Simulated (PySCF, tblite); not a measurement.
# C₄H₄F₃S radical: geometry, infrared bands and EPR parameters

What infrared bands and EPR parameters should C₄H₄F₃S radical (`FC(F)(F)[C@]1(S)[CH]C1`) show?

Computed with tblite 0.8.0 and PySCF 2.14.0, with density-fitted response routines of our own, on a single molecule in the gas phase. Atoms are numbered from 0 throughout.

## Step 1: The starting structure

12 atoms, charge 0, multiplicity 2; geometry from: force field or distance geometry start.

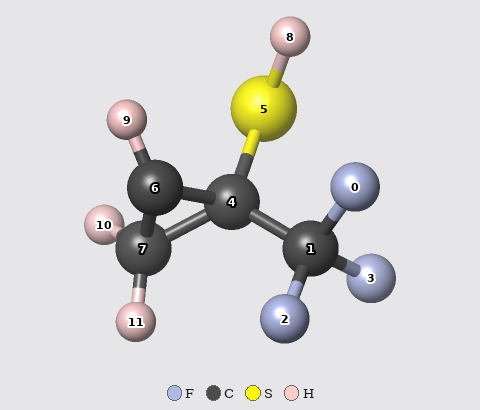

As it starts; fluorine light blue, carbon dark grey, sulfur yellow, hydrogen pink, atoms numbered; sticks join atoms by distance.

## Step 2: Optimising the geometry with GFN2-xTB

The job: settings as JSON, then the geometry in Å.

```
{"job": {"kind": "relax", "xc": "GFN2-xTB", "basis": "xTB"}, "charge": 0, "multiplicity": 2}
F     -2.097900    -0.542400    -0.477200
C     -1.021300    -0.920900     0.272900
F     -0.581300    -2.143200    -0.197700
F     -1.471300    -1.043100     1.574200
C      0.031000     0.164600     0.175000
S     -0.533800     1.775400     0.754100
C      0.752300     0.091900    -1.177400
C      1.491700    -0.159200     0.123600
H     -1.418300     2.313500    -0.189200
H      0.842200     1.049300    -1.701700
H      2.152500     0.615700     0.528000
H      1.855500    -1.202200     0.289500
```

Started as:

```sh
OMP_NUM_THREADS=1 python probes_run.py task.json out
```

One launch serves the whole session: the jobs run in the order shown.

Log:

```text
step      E/eV     max force
  0    -759.46932    3.074
  1    -759.77032    1.512
  2    -759.89962    0.675
  3    -759.93014    0.661
  4    -760.03481    0.511
  5    -760.04908    0.372
  6    -760.06461    0.267
  7    -760.07194    0.266
  8    -760.07856    0.246
  9    -760.08199    0.139
 10    -760.08475    0.133
 11    -760.08757    0.136
 12    -760.09057    0.138
 13    -760.09301    0.132
 14    -760.09469    0.096
 15    -760.09588    0.089
 16    -760.09702    0.097
 17    -760.09828    0.113
 18    -760.09960    0.103
 19    -760.10070    0.083
 20    -760.10144    0.084
 21    -760.10202    0.063
 22    -760.10269    0.074
 23    -760.10342    0.072
 24    -760.10414    0.069
 25    -760.10485    0.080
 26    -760.10574    0.092
 27    -760.10714    0.112
 28    -760.10919    0.117
 29    -760.11127    0.129
 30    -760.11298    0.100
 31    -760.11406    0.093
 32    -760.11476    0.096
 33    -760.11542    0.081
 34    -760.11610    0.068
 35    -760.11653    0.066
 36    -760.11723    0.079
 37    -760.11817    0.107
 38    -760.11920    0.098
 39    -760.11989    0.055
 40    -760.12030    0.048
 41    -760.12051    0.092
 42    -760.12086    0.048
 43    -760.12115    0.036
 44    -760.12136    0.028
 45    -760.12153    0.033
 46    -760.12167    0.031
 47    -760.12179    0.019
 48    -760.12186    0.020
 49    -760.12189    0.018
 50    -760.12192    0.017
 51    -760.12195    0.021
 52    -760.12198    0.018
 53    -760.12200    0.013
 54    -760.12203    0.015
 55    -760.12208    0.018
 56    -760.12214    0.023
 57    -760.12218    0.019
 58    -760.12222    0.015
 59    -760.12224    0.012
 60    -760.12226    0.009
```

Run time: 0.27 s. Hardware: 1 thread of Arm Neoverse V2, shared host.

The steps of the relaxation: (not every step is listed)

```
step  energy from step 0 (eV)  largest force (eV/Å)
   0                   0.0000                3.0738
   1                  -0.3010                1.5125
   2                  -0.4303                0.6753
   3                  -0.4608                0.6611
   4                  -0.5655                0.5110
   5                  -0.5798                0.3723
   6                  -0.5953                0.2670
   7                  -0.6026                0.2663
   8                  -0.6092                0.2459
  12                  -0.6212                0.1381
  16                  -0.6277                0.0972
  20                  -0.6321                0.0837
  24                  -0.6348                0.0693
  28                  -0.6399                0.1171
  32                  -0.6454                0.0962
  36                  -0.6479                0.0790
  40                  -0.6510                0.0481
  44                  -0.6520                0.0279
  48                  -0.6525                0.0201
  52                  -0.6527                0.0177
  55                  -0.6528                0.0180
  56                  -0.6528                0.0229
  57                  -0.6529                0.0193
  58                  -0.6529                0.0147
  59                  -0.6529                0.0121
  60                  -0.6529                0.0085
```

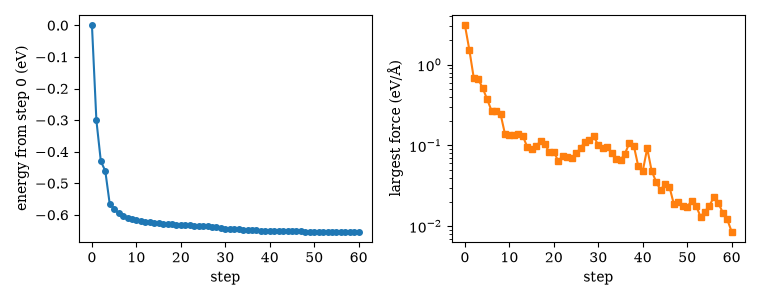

Energy and force, step by step.

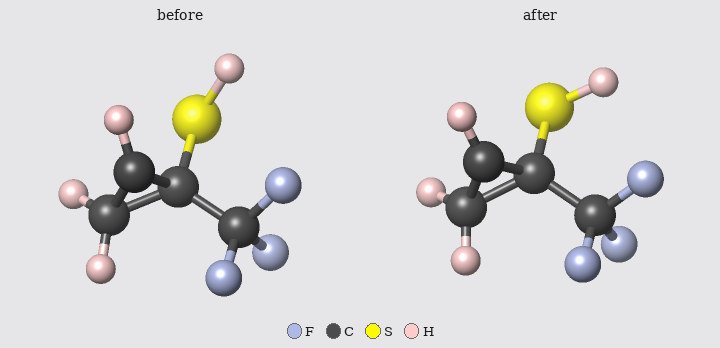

The geometry before (left) and after (right).

Distances of close pairs at the start and the end, largest changes first:

```
  bond  before (Å)  after (Å)  change (Å)
 C4–C6       1.534      1.455      -0.080
 S5–H8       1.401      1.333      -0.067
 C6–C7       1.517      1.458      -0.059
 C1–F2       1.382      1.339      -0.043
 C1–F3       1.382      1.340      -0.042
C7–H11       1.117      1.084      -0.034
 C6–H9       1.095      1.067      -0.028
 C4–C7       1.497      1.523      +0.026
```

The final coordinates are the input of the step that follows.

## Step 3: Vibrational analysis with GFN2-xTB

The job: settings as JSON, then the geometry in Å.

```
{"job": {"kind": "ir", "xc": "GFN2-xTB", "basis": "xTB"}, "charge": 0, "multiplicity": 2}
F     -2.197894    -0.531130    -0.367379
C     -1.032422    -0.825399     0.238195
F     -0.651703    -2.020852    -0.228895
F     -1.316805    -0.993777     1.536837
C      0.012097     0.234913     0.002137
S     -0.475200     1.862964     0.670255
C      0.886158     0.202004    -1.160290
C      1.481636    -0.145358     0.124352
H     -1.669628     1.910310     0.080070
H      1.114486     0.947984    -1.888061
H      2.157980     0.542656     0.621803
H      1.692494    -1.185001     0.344948
```

Log:

```text
mode    cm-1     km/mol
  1      41.4      0.01
  2     159.3      4.53
  3     174.1     56.17
  4     189.2      7.09
  5     229.2      5.60
  6     260.4      9.12
  7     338.6      2.55
  8     405.3      9.81
  9     426.9     30.22
 10     503.8      2.87
 11     534.4     18.14
 12     595.1     67.20
 13     642.3     16.97
 14     762.7      3.85
 15     816.9      9.62
 16     897.5     16.51
 17     950.9     12.56
 18     998.2     17.08
 19    1024.2     66.55
 20    1042.3     21.07
 21    1046.8    237.21
 22    1067.4    200.42
 23    1079.2     41.30
 24    1177.8    159.05
 25    1375.1     29.00
 26    1440.8     18.17
 27    2424.9     72.18
 28    3007.1      4.57
 29    3037.6      0.64
 30    3186.0      4.35
```

Run time: 0.28 s. Hardware: 1 thread of Arm Neoverse V2, shared host.

Which atoms move in the most intense modes:

```
cm⁻¹  km/mol                               atoms
 174    56.2                             H8 84 %
 595    67.2          H9 51 %, C6 13 %, H10 11 %
1024    66.5          C4 28 %, H11 27 %, C1 12 %
1047   237.2                    C1 69 %, F0 15 %
1067   200.4           C1 64 %, F3 10 %, F2 10 %
1079    41.3  C6 23 %, C7 21 %, C4 20 %, C1 12 %
1178   159.1                    C1 52 %, C4 21 %
2425    72.2                             H8 97 %
```

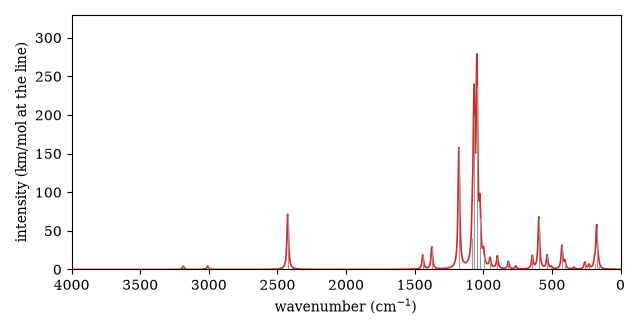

The infrared spectrum from these modes, unscaled. Lines are broadened to a width of 14 cm⁻¹ (Lorentzian).

## Step 4: g tensor and hyperfine couplings: B3LYP/pcH-1

Same as in step 3 but for these lines:

```diff
@@ -1,2 +1,2 @@
-{"job": {"kind": "ir", "xc": "GFN2-xTB", "basis": "xTB"}, "charge": 0, "multiplicity": 2}
+{"job": {"kind": "epr", "basis": "pcH-1"}, "charge": 0, "multiplicity": 2}
 F     -2.197894    -0.531130    -0.367379
```

Level: UKS B3LYP, pcH-1 on C F H S, non-relativistic, mean-field spin-orbit, GIAO.

Log:

```text
UKS, coarse grid
  cycle   1  E = -852.32767738  |g| = 6.75e-01
  cycle   2  E = -852.11906302  |g| = 1.09e+00
  cycle   3  E = -852.47727703  |g| = 5.65e-02
  cycle   4  E = -852.47786397  |g| = 4.82e-02
  cycle   5  E = -852.47898800  |g| = 7.48e-03
  cycle   6  E = -852.47902442  |g| = 3.48e-03
  cycle   7  E = -852.47903228  |g| = 1.17e-03
  cycle   8  E = -852.47903388  |g| = 6.29e-04
UKS, final grid
  cycle   1  E = -852.47900743  |g| = 8.97e-04
  cycle   2  E = -852.47900711  |g| = 1.33e-03
  cycle   3  E = -852.47900773  |g| = 9.22e-05
  cycle   4  E = -852.47900774  |g| = 2.74e-05
E = -852.47900774 Eh   <S^2> = 0.7538 (exact 0.7500)
g shifts (ppm)      1          2          3
  rmc          -158       -158       -158
  gc             28          5         12
  oz_so         153        582       1298
  total          23        430       1153
hyperfine (MHz)  atom isotope    a_iso     a_fc   dipolar eigenvalues
    0   19F       7.97       7.90     -8.87     -7.00     15.87
    1   13C      30.01      30.01     -2.95     -1.99      4.94
    2   19F       5.05       4.97     -6.78     -3.55     10.33
    3   19F      -1.87      -1.93     -2.83     -2.24      5.07
    4   13C     -17.46     -17.48     -5.03     -0.20      5.23
    5   33S      -0.65      -0.65    -10.67     -8.17     18.84
    6   13C     246.44     246.52    -76.18    -72.20    148.38
    7   13C     -21.56     -21.57     -4.89      0.78      4.10
    8    1H      -0.22      -0.25     -3.45     -0.56      4.01
    9    1H     -16.58     -16.60    -33.44     -4.65     38.10
   10    1H      64.59      64.59     -4.67     -2.47      7.14
   11    1H     102.98     102.97     -6.47     -3.79     10.27
```

Run time: 67 s. Hardware: 1 thread of Arm Neoverse V2, shared host; peak memory 1 GiB.

Principal g values 2.00234, 2.00275, 2.00347; g(iso) = 2.00285, against 2.00232 for a free electron.

Mean a(iso) over the nuclei that a row names, and the largest dipolar term of the row (other rows stand at the frozen geometry):

```
    nuclei  isotope  a(iso) (MHz)  a(iso) (G, at g = 2.0023)  largest dipolar term (MHz)
        C6      13C         246.4                       87.9                       148.4
       H11       1H         103.0                       36.7                        10.3
       H10       1H          64.6                       23.0                         7.1
        C1      13C          30.0                       10.7                         4.9
        C7      13C         -21.6                       -7.7                        -4.9
        C4      13C         -17.5                       -6.2                         5.2
        H9       1H         -16.6                       -5.9                        38.1
F0, F2, F3      19F           3.7                        1.3                        15.9
        S5      33S          -0.6                       -0.2                        18.8
        H8       1H          -0.2                       -0.1                         4.0
```

Mulliken spin populations:

```
atom  value (e)
  F0       0.00
  C1       0.01
  F2       0.00
  F3       0.00
  C4      -0.03
  S5       0.07
  C6       0.93
  C7      -0.05
  H8       0.00
  H9      -0.02
 H10       0.03
 H11       0.04
```

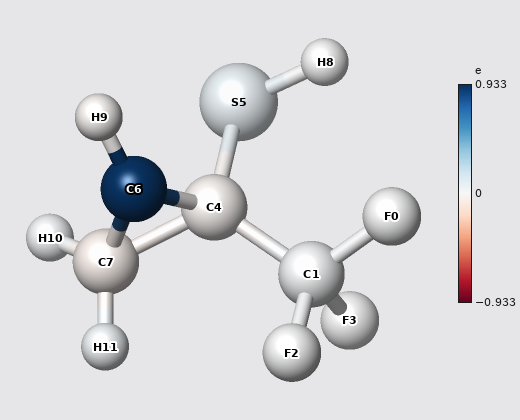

Mulliken spin populations, as colours on the atoms.

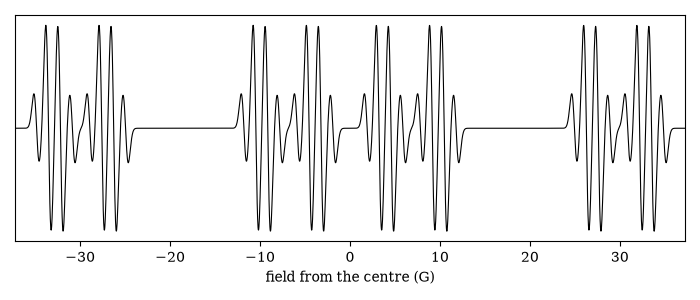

First-order isotropic spectrum (first derivative, main isotopes with spin only, couplings over 0.8 MHz, Gaussian width 0.3 G; couplings of the frozen geometry, rotation of groups not averaged beyond the rows shown).

The fields below are evaluated on a grid from the run's orbitals.

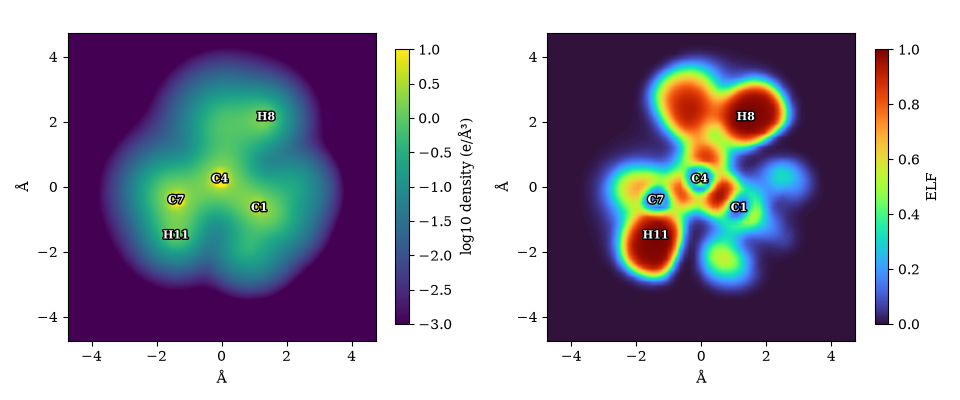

Density (left) and ELF (right) in a plane through or near 5 of the atoms.

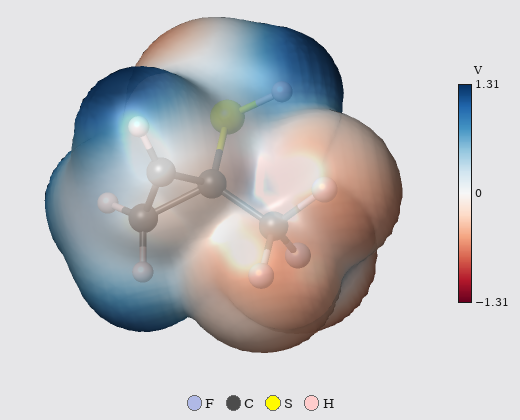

The potential that a unit positive charge feels on the 0.002 e/bohr³ surface, from -0.76 V near S5 to 1.31 V near H8.

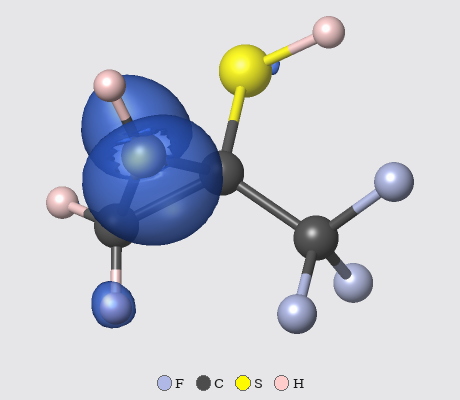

Spin density at ±0.05 e/Å³ (alpha excess blue, beta excess red).

## Step 5: What came out

| quantity | value |
| --- | --- |
| strongest single infrared mode (GFN2-xTB) | 1047 cm⁻¹, 237 km/mol |
| zero-point energy (GFN2-xTB) | 42.7 kcal/mol |
| g(iso) (B3LYP) | 2.00285 |
| ⟨S²⟩ | 0.754 (exact 0.75) |
| largest a(iso) (averaged by class) | 13C on C6, 246.4 MHz |
| potential on the surface of density 0.002 e/bohr³, 1st and 99th percentile | -0.76 V and 1.31 V |

Relaxing lowered the energy by 0.653 eV in 60 steps; the close pair that moved most is C4–C6, from 1.534 to 1.455 Å. All 30 modes are real, so the xTB geometry is a minimum. The strongest single mode, at 1047 cm⁻¹, moves mainly C1. Unscaled tight-binding wavenumbers are off by several per cent, some by more. Its intensities can rank the bands wrongly. C6 carries the largest spin population, 0.93 e. The isotropic g lies 0.5 ppt above the free-electron value. These values are for one conformer; the search (at its own cheap level) found 1 more, at 0.99 kcal/mol, and measured spectra average over such forms.
